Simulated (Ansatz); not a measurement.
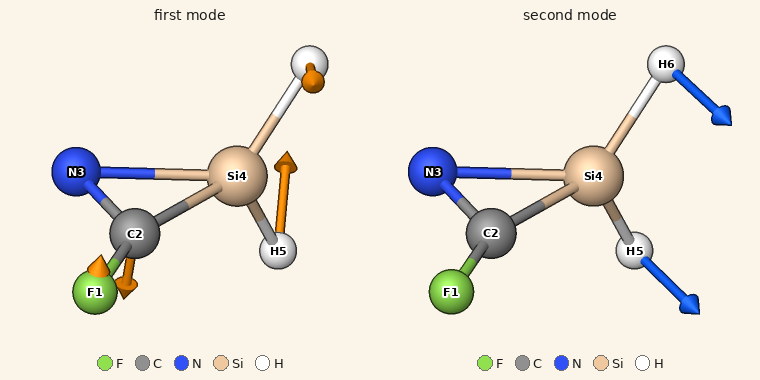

The system is CH2FNSi, SMILES FC1=N[SiH2]1; the picture shows the reference structure; its two panels give the patterns of the first and the second mode as arrows. First axis: normal mode 2 (367 cm⁻¹). Second axis: normal mode 4 (590 cm⁻¹). Nothing is relaxed (straight displacements along the two mass-weighted modes). The scan uses a 15 × 15 grid; 120 points were computed and 105 follow by symmetry. Points are written as (first, second). Energies are in kJ/mol, from the lowest grid point. All numbers below come from RKS SPW92 (LDA)/def2-TZVP in Ansatz 0.2.0.

Its coordinates:

```xyz
6

F     1.4235   -1.6066    0.8514
C     0.5118   -0.8193    0.3337
N    -0.6260   -1.1117   -0.1252
Si   -0.2776    0.6620   -0.2320
H     0.0062    1.2391   -1.5727
H    -0.9957    1.5726    0.6987
```

Range: normal mode 2 (367 cm⁻¹) from −1.173 to 1.173 amu½·Å; normal mode 4 (590 cm⁻¹) from −0.705 to 0.705 amu½·Å.

Question: What landscape does the calculation give?

Answer: The lowest grid point is at (0.000 amu½·Å, 0.000 amu½·Å). No other kind of well shows on this grid. The highest grid point, (−1.173 amu½·Å, −0.705 amu½·Å), lies 97 kJ/mol above the lowest.

| normal mode 4 (590 cm⁻¹) ↓, normal mode 2 (367 cm⁻¹) → | −1.173 | −1.006 | −0.838 | −0.670 | −0.503 | −0.335 | −0.168 | 0.000 | 0.168 | 0.335 | 0.503 | 0.670 | 0.838 | 1.006 | 1.173 |
| --- | --- | --- | --- | --- | --- | --- | --- | --- | --- | --- | --- | --- | --- | --- | --- |
| 0.705 | 93 | 78 | 65 | 55 | 48 | 43 | 40 | 39 | 40 | 43 | 48 | 55 | 65 | 78 | 93 |
| 0.604 | 79 | 65 | 52 | 43 | 36 | 31 | 28 | 27 | 28 | 31 | 36 | 43 | 52 | 65 | 79 |
| 0.503 | 68 | 53 | 42 | 33 | 26 | 22 | 19 | 18 | 19 | 22 | 26 | 33 | 42 | 53 | 68 |
| 0.403 | 59 | 45 | 34 | 25 | 19 | 14 | 12 | 11 | 12 | 14 | 19 | 25 | 34 | 45 | 59 |
| 0.302 | 52 | 38 | 27 | 19 | 13 | 9 | 7 | 6 | 7 | 9 | 13 | 19 | 27 | 38 | 52 |
| 0.201 | 47 | 33 | 23 | 15 | 9 | 5 | 3 | 3 | 3 | 5 | 9 | 15 | 23 | 33 | 47 |
| 0.101 | 44 | 31 | 20 | 13 | 7 | 3 | 1 | 1 | 1 | 3 | 7 | 13 | 20 | 31 | 44 |
| 0.000 | 43 | 30 | 20 | 12 | 6 | 3 | 1 | 0 | 1 | 3 | 6 | 12 | 20 | 30 | 43 |
| −0.101 | 45 | 31 | 21 | 13 | 7 | 3 | 1 | 1 | 1 | 3 | 7 | 13 | 21 | 31 | 45 |
| −0.201 | 49 | 35 | 24 | 16 | 10 | 6 | 3 | 3 | 3 | 6 | 10 | 16 | 24 | 35 | 49 |
| −0.302 | 54 | 40 | 29 | 20 | 13 | 9 | 7 | 6 | 7 | 9 | 13 | 20 | 29 | 40 | 54 |
| −0.403 | 62 | 47 | 35 | 26 | 19 | 14 | 12 | 11 | 12 | 14 | 19 | 26 | 35 | 47 | 62 |
| −0.503 | 72 | 56 | 44 | 34 | 26 | 21 | 18 | 17 | 18 | 21 | 26 | 34 | 44 | 56 | 72 |
| −0.604 | 84 | 67 | 54 | 44 | 36 | 30 | 27 | 26 | 27 | 30 | 36 | 44 | 54 | 67 | 84 |
| −0.705 | 97 | 80 | 67 | 55 | 47 | 41 | 38 | 36 | 38 | 41 | 47 | 55 | 67 | 80 | 97 |

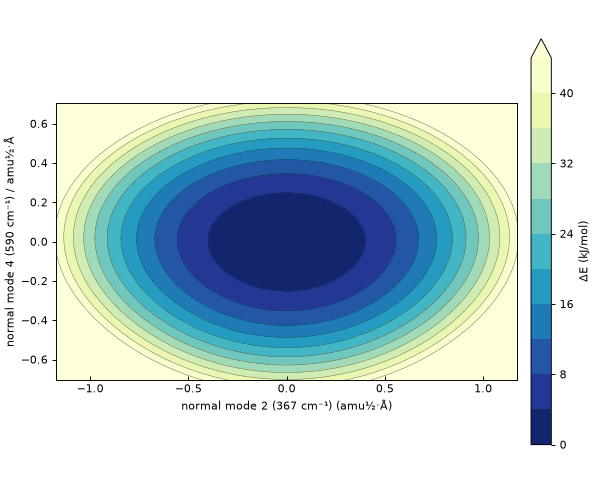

In the figure: filled contours, one colour for all values above the top of the scale. Between grid points the surface is interpolated.

Time for the 120 points that were run: 4.8 min on 1 thread of Arm Neoverse V1, on a shared host.
